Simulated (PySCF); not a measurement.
**HF/STO-3G run of SnH4 (SMILES [SnH4])**

What is the vertical singlet–triplet gap of SnH4 at HF/STO-3G? The job is set up through a Python script.

The calculation is run with PySCF 2.14.0.

6 further runs of the same task are left out: 6 set aside as unsound or not needed.

### 1 The system as given

SnH4: 5 atoms, total charge 0, spin state singlet. As SMILES, `[SnH4]`. The shape is that of a PBE0-D4/def2-TZVP optimisation.

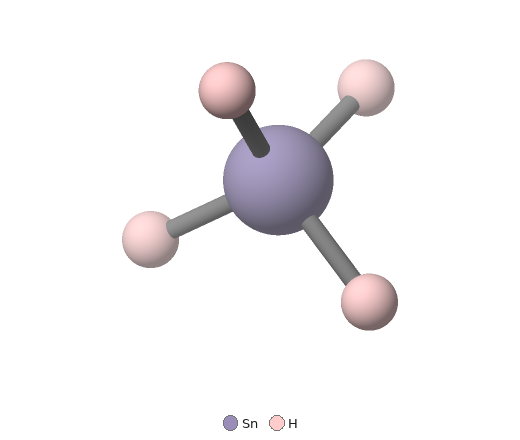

Viewed from a chosen angle; tin purple, hydrogen pink.

### 2 The energy at HF/STO-3G

The input, job.py:

```python
from pyscf import gto

mol = gto.M(
    atom='''
Sn     0.000030     0.000010     0.000040
H      0.823920    -0.853480     1.222940
H     -1.563610     0.403420     0.543140
H     -0.116810    -0.974610    -1.392490
H      0.856470     1.424640    -0.373640
''',
    max_memory=1860,
    verbose=4,
    basis='sto-3g',
    spin=0,
    charge=0,
)

hf = mol.RHF()
hf.conv_tol = 1e-10
hf.kernel()
if not hf.converged:
    hf = hf.newton().run(hf.mo_coeff, hf.mo_occ)

e_tot = hf.e_tot
print('Final energy', e_tot)
```

The run is started by

```console
$ OMP_NUM_THREADS=1 python job.py
```

Output:

```text
PySCF version 2.14.0

[INPUT] num. atoms = 5
[INPUT] num. electrons = 54
[INPUT] charge = 0
[INPUT] spin (= nelec alpha-beta = 2S) = 0
[INPUT] symmetry False subgroup None
[INPUT] Mole.unit = angstrom
[INPUT] Symbol           X                Y                Z      unit          X                Y                Z       unit  Magmom
[INPUT]  1 Sn     0.000030000000   0.000010000000   0.000040000000 AA    0.000056691784   0.000018897261   0.000075589045 Bohr   0.0
[INPUT]  2 H      0.823920000000  -0.853480000000   1.222940000000 AA    1.556983148552  -1.612843452794   2.311021666776 Bohr   0.0
[INPUT]  3 H     -1.563610000000   0.403420000000   0.543140000000 AA   -2.954794665631   0.762353313172   1.026385847296 Bohr   0.0
[INPUT]  4 H     -0.116810000000  -0.974610000000  -1.392490000000 AA   -0.220738908610  -1.841745978262  -2.631424731196 Bohr   0.0
[INPUT]  5 H      0.856470000000   1.424640000000  -0.373640000000 AA    1.618493733906   2.692179426100  -0.706077269182 Bohr   0.0

nuclear repulsion = 63.2611121882324
number of shells = 15
number of NR pGTOs = 93
number of NR cGTOs = 31
basis = sto-3g
ecp = {}

******** <class 'pyscf.scf.hf.RHF'> ********
method = RHF
initial guess = minao
damping factor = 0
level_shift factor = 0
DIIS = <class 'pyscf.scf.diis.CDIIS'>
diis_start_cycle = 1
diis_space = 8
diis_damp = 0
SCF conv_tol = 1e-10
SCF conv_tol_grad = None
SCF max_cycles = 50
direct_scf = True
direct_scf_tol = 1e-13
Set gradient conv threshold to 1e-05
Initial guess from minao.
init E= -5948.28047701406
  HOMO = -0.63454802592731  LUMO = 0.0394412173283357  gap/eV = 18.34018
cycle= 1 E= -5965.56676348798  delta_E= -17.3  |g|= 0.331  |ddm|= 2.22
  HOMO = -0.358974324415618  LUMO = 0.477989559277741  gap/eV = 22.77495
cycle= 2 E= -5965.6112709605  delta_E= -0.0445  |g|= 0.022  |ddm|= 0.616
  HOMO = -0.376231718462475  LUMO = 0.470205425834263  gap/eV = 23.03273
cycle= 3 E= -5965.61152030237  delta_E= -0.000249  |g|= 0.00265  |ddm|= 0.0462
  HOMO = -0.3764437852412  LUMO = 0.469951685186791  gap/eV = 23.03159
cycle= 4 E= -5965.61152438354  delta_E= -4.08e-06  |g|= 0.000224  |ddm|= 0.00621
  HOMO = -0.376435934148665  LUMO = 0.469998102412422  gap/eV = 23.03264
cycle= 5 E= -5965.61152441678  delta_E= -3.32e-08  |g|= 1.17e-05  |ddm|= 0.000597
  HOMO = -0.376433662751373  LUMO = 0.46999978318779  gap/eV = 23.03263
cycle= 6 E= -5965.61152441686  delta_E= -7.64e-11  |g|= 1.7e-06  |ddm|= 2.75e-05
  HOMO = -0.376433740862308  LUMO = 0.469999834310004  gap/eV = 23.03263
Extra cycle  E= -5965.61152441687  delta_E= -1.09e-11  |g|= 4.61e-07  |ddm|= 3.24e-06
converged SCF energy = -5965.61152441687
Final energy -5965.611524416867
```

Run time: 0.68 s. Hardware: 1 thread of Arm Neoverse V2, shared host; peak memory 0.12 GiB.

### 3 The triplet at the same level

The input, mol.xyz:

```xyz
5
H4Sn
Sn     0.000030     0.000010     0.000040
H      0.823920    -0.853480     1.222940
H     -1.563610     0.403420     0.543140
H     -0.116810    -0.974610    -1.392490
H      0.856470     1.424640    -0.373640
```

The input, job.py:

```python
from pyscf import gto

mol = gto.Mole()
mol.atom = 'mol.xyz'
mol.basis = 'sto-3g'
mol.verbose = 3
mol.spin = 2
mol.max_memory = 1860
mol.build()

mf = mol.UHF()
mf.conv_tol = 1e-10
mf.kernel()
if not mf.converged:
    mf = mf.newton().run(mf.mo_coeff, mf.mo_occ)

energy = mf.e_tot
print('Final energy', energy)
```

The run is started by

```console
$ OMP_NUM_THREADS=1 python job.py
```

Output:

```text
WARN: HOMO 0.0394412173283357 >= LUMO -0.63454802592731

WARN: HOMO 0.165241729243017 >= LUMO -0.0435619249467021

WARN: HOMO 0.142174500872856 >= LUMO -0.0436922051364995

WARN: HOMO 0.12713337294383 >= LUMO -0.0278631199829197

WARN: HOMO 0.126769238343297 >= LUMO -0.02652573350194

WARN: HOMO 0.118979031362028 >= LUMO -0.0134615667854535

WARN: HOMO 0.13100911652103 >= LUMO -0.0306715780562717

WARN: HOMO 0.131356961204666 >= LUMO -0.0312368648790029

WARN: HOMO 0.132168556007348 >= LUMO -0.0328055594618946

WARN: HOMO 0.130818554988221 >= LUMO -0.0305721949107285

WARN: HOMO 0.130775180094192 >= LUMO -0.0305704486534143

WARN: HOMO 0.130473629722167 >= LUMO -0.0298110091052834

WARN: HOMO 0.131350459975674 >= LUMO -0.0310391998808536

WARN: HOMO 0.130988664365872 >= LUMO -0.0305813439341037

WARN: HOMO 0.130961314567553 >= LUMO -0.0305591933533956

WARN: HOMO 0.130975804256943 >= LUMO -0.0305656128255829

WARN: HOMO 0.130972457846906 >= LUMO -0.0305645481240315

WARN: HOMO 0.130972951333185 >= LUMO -0.0305646419323563

converged SCF energy = -5965.10930514905  <S^2> = 2.1345947  2S+1 = 3.0884266
Final energy -5965.10930514905
```

It took 0.72 s on 1 thread of Arm Neoverse V2, shared host; peak memory 0.12 GiB.

### 4 Outcome

At HF/STO-3G:

```
                                        quantity           value
                           singlet: total energy  -5965.61152 Eh
                          singlet: dipole moment          0.00 D
                            singlet: HOMO energy       -10.24 eV
                            singlet: LUMO energy        12.79 eV
                          singlet: HOMO–LUMO gap        23.03 eV
                           triplet: total energy  -5965.10931 Eh
                          triplet: dipole moment          0.00 D
                                   triplet: ⟨S²⟩           2.135
vertical energy of the triplet above the singlet       13.666 eV
```

In words: At this shape the triplet lies 13.67 eV (315 kcal/mol) above the singlet. In a minimal basis such a difference can be off by several eV, whatever the method. Mulliken charges (singlet) run from -0.18 on H2 to +0.73 on Sn1. Relativity is left out (singlet) although the molecule holds a heavy atom. ⟨S²⟩ (triplet) is 2.13 where a pure triplet has 2.00: the reference is spin-contaminated. Mulliken charges (triplet) run from -0.15 on H2 to +0.59 on Sn1; they depend strongly on the basis.
